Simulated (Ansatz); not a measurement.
# CH2ClF (chlorofluoromethane): revPBE/aug-cc-pVDZ

Aim: the vertical electron affinity of CH2ClF (chlorofluoromethane) at revPBE/aug-cc-pVDZ, from 2 runs. 

The calculation is run with Ansatz 0.2.0.

68 further runs of the same task are left out: 68 set aside as unsound or not needed.

### 1 The structure to begin with

CH2ClF: 5 atoms, total charge 0, spin state singlet. SMILES: `FCCl`. Geometry: relaxed at PBE0-D4/def2-TZVP.

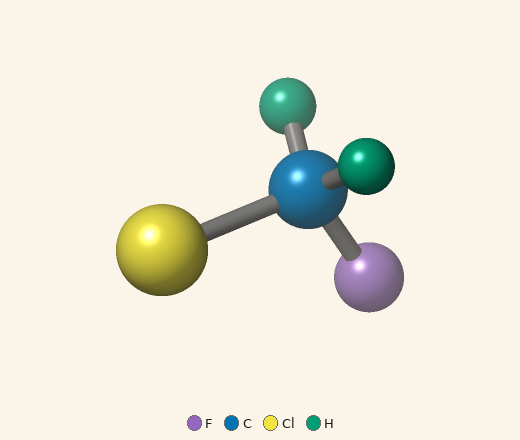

Viewed from a chosen angle; fluorine purple, carbon blue, chlorine yellow, hydrogen teal.

### 2 The energy at revPBE/aug-cc-pVDZ

molecule.yaml

```yaml
crystal:
  periodic: [false, false, false]
  atoms:
    - {symbol: F, position_ang: [-0.970450, 0.560520, 0.766500]}
    - {symbol: C, position_ang: [0.083560, 0.089320, 0.058070]}
    - {symbol: Cl, position_ang: [-0.422970, -1.232890, -0.998060]}
    - {symbol: H, position_ang: [0.832130, -0.302600, 0.745580]}
    - {symbol: H, position_ang: [0.477720, 0.885670, -0.572080]}
basis:
  gaussian:
    orbitals: aug-cc-pVDZ
accuracy: high
hamiltonian:
  xc: {name: revPBE}
total_charge: 0
output:
  orbitals: {seedname: orbitals}
```

The run is started by

```console
$ ansatz run molecule.yaml --threads 1 --pin off --max-ram 3480MiB --events-out events.jsonl --progress --plain --runs-dir runs
```

Standard output:

```text
Warning: RAYON_NUM_THREADS=1 ignored (pool sized by the plan → 1); use --threads N
Functional definition: revPBE
  name "revPBE"
  parameter kappa = 1.245
  parameter beta = 0.06672455060314922
  exchange = pbe_x(kappa = kappa, mu = beta*pi^2/3)
  correlation = pbe_c(beta = beta)
1830 factors; integrals over basis functions are off by at most 4.1e-9 eV
mean field evaluation 1: about -16303.0608 eV, gradient 3.6e1 eV
mean field evaluation 2: about -16298.7064 eV, gradient 5.5e1 eV
mean field evaluation 4: about -16306.1043 eV, gradient 3.5e0 eV
mean field evaluation 8: about -16306.1232 eV, gradient 3.2e-2 eV
mean field evaluation 16: about -16306.1232 eV, gradient 1.5e-6 eV
mean field -16306.12322036 eV, -599.2389756609 hartree, gradient 2.5e-8 eV, S^2 0.000000; 0 other end points of the search recorded, 0 dependent functions left out
reference -16306.12322730 eV, -599.2389759160 hartree; 17, 17 occupied and 74, 74 virtual orbitals, 1830 factors
Total energy: -16306.12322730 eV, -599.2389759160 hartree
```

Wall time 4.2 s (1 thread of Arm Neoverse V2, shared host); peak memory 0.21 GiB.

### 3 The doublet anion at the same level

Changes to molecule.yaml since step 2:

```diff
@@ -11,6 +11,9 @@
     orbitals: aug-cc-pVDZ
-accuracy: high
+total_charge: -1
+magnetization:
+  spin_polarized: true
+  initial_magnetization: 1
 hamiltonian:
   xc: {name: revPBE}
-total_charge: 0
+accuracy: high
 output:
```

The run is started by

```console
$ ansatz run molecule.yaml --threads 1 --pin off --max-ram 3480MiB --events-out events.jsonl --progress --plain --runs-dir runs
```

Standard output:

```text
Warning: RAYON_NUM_THREADS=1 ignored (pool sized by the plan → 1); use --threads N
Functional definition: revPBE
  name "revPBE"
  parameter kappa = 1.245
  parameter beta = 0.06672455060314922
  exchange = pbe_x(kappa = kappa, mu = beta*pi^2/3)
  correlation = pbe_c(beta = beta)
1830 factors; integrals over basis functions are off by at most 4.1e-9 eV
mean field evaluation 1: about -16301.6458 eV, gradient 3.2e1 eV
mean field evaluation 2: about -16295.9464 eV, gradient 5.3e1 eV
mean field evaluation 4: about -16305.5899 eV, gradient 2.7e0 eV
mean field evaluation 8: about -16305.6182 eV, gradient 6.0e-2 eV
mean field evaluation 16: about -16305.6182 eV, gradient 4.5e-5 eV
mean field evaluation 32: about -16305.3606 eV, gradient 8.9e-1 eV
mean field -16305.61817001 eV, -599.2204154029 hartree, gradient 4.8e-8 eV, S^2 0.750044; 5 other end points of the search recorded, 0 dependent functions left out
reference -16305.61817345 eV, -599.2204155293 hartree; 18, 17 occupied and 73, 74 virtual orbitals, 1830 factors
Total energy: -16305.61817345 eV, -599.2204155293 hartree
```

It took 23 s on 1 thread of Arm Neoverse V2, shared host; peak memory 0.29 GiB.

### 4 What came out

At revPBE/aug-cc-pVDZ:

| quantity | value |
| --- | --- |
| singlet CH2ClF: total energy | -599.23898 Eh |
| singlet CH2ClF: HOMO energy | -7.39 eV |
| singlet CH2ClF: LUMO energy | -0.80 eV |
| singlet CH2ClF: HOMO–LUMO gap | 6.59 eV |
| doublet anion: total energy | -599.22042 Eh |
| doublet anion: HOMO energy (highest over α and β) | 1.84 eV |
| doublet anion: LUMO energy (lowest over α and β) | 2.31 eV |
| doublet anion: ⟨S²⟩ | 0.750 |
| vertical electron affinity (to the doublet anion) | -0.505 eV |

The anion lies 0.51 eV (48.7 kJ/mol) above the neutral: the electron isn't bound at this level, and such a value depends on the basis. The HOMO (doublet anion) lies at positive energy, 1.84 eV, as semi-local functionals often give for anions; only total energies tell whether the electron is bound.
